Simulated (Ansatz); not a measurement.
**AlCr2C, response to strain**

The reference is AlCr₂C (space group P6_3/mmc, No. 194; non-magnetic).

```
AlCr2C
1.0
    2.84033     0.00000     0.00000
   -1.42017     2.45980     0.00000
    0.00000     0.00000    12.70477
Al Cr C
2 4 2
Cartesian
  0.00000   1.63987   9.52858
  1.42017   0.81993   3.17619
  0.00000   1.63987   1.07078
  1.42017   0.81993   7.42316
  1.42017   0.81993  11.63399
  0.00000   1.63987   5.28161
  0.00000   0.00000   0.00000
  0.00000   0.00000   6.35238
```

Cartesian axes are those of the cell as printed.

Strains are applied to the cell and any free atomic positions relax; under biaxial strain the out-of-plane vector relaxes too.

Calculations: PBE (Ansatz, a program for electronic structure; PAW; 420 eV plane waves; no SOC).

Notes on the quantities. pressure: mean of the normal stresses, compression positive.

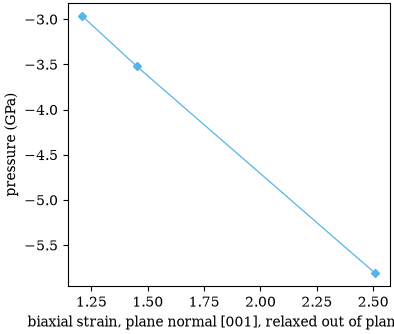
Figure. Pressure against biaxial strain, plane normal [001], relaxed out of plane

| biaxial strain, plane normal [001], relaxed out of plane (%) | pressure |
|---|---|
| 1.21 | -3.0 GPa |
| 1.45 | -3.5 GPa |
| 2.51 | -5.8 GPa |

Without a gap, meshes like the base's 19×19×4 leave anisotropic stresses uncertain by several tenths of a GPa, and small strain energies with them. No phonon test of stability was made. Starting moments died away, wholly or in part, for the base; another magnetic solution may exist. All final runs are without spin polarisation.
